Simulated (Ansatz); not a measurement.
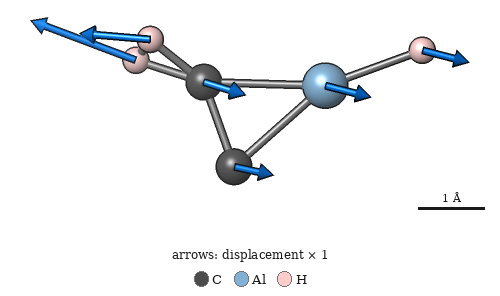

A relaxation of C₂H₃Al. The starting structure is drawn; blue arrows show the displacements, at their true length. The two geometries are superimposed by the best rigid fit.

A ball-and-stick model, seen at a tilt.

It is one of the separated reactants of a reaction.

Level of theory: RKS PBE-D4/def2-SVP (Ansatz 0.2.0). Set-up: force threshold 0.03 eV/Å; at most 250 steps.

Question: Which element moves most?

Answer: Hydrogen: up to 1.72 Å, against 0.73 Å for aluminium.

Question: What did the optimiser do to the structure, and how much energy did it gain?

Answer: The largest move after the best rigid fit is that of an H atom, 1.72 Å. Largest moves by element: H 1.72 Å, Al 0.73 Å, C 0.70 Å. Near-neighbour distances that change, for instance: C–H 1.089 → 3.489 Å, C–H 1.060 → 2.720 Å, H–H 0.511 → 0.772 Å, C–C 1.367 → 1.288 Å. Bonds break, among them: C–H (1.06 → 2.72 Å), C–H (1.09 → 3.49 Å). Bond angles that change, for instance: C–Al–C 43.3° → 39.7°, C–Al–H 158.3° → 160.9°. Over 15 accepted moves (16 points after the start) the energy falls by 151.6 kcal/mol. Largest force component: 24 eV/Å at the start, 0.025 eV/Å at the end. The line search rejected the trial step at point 9 of the run.
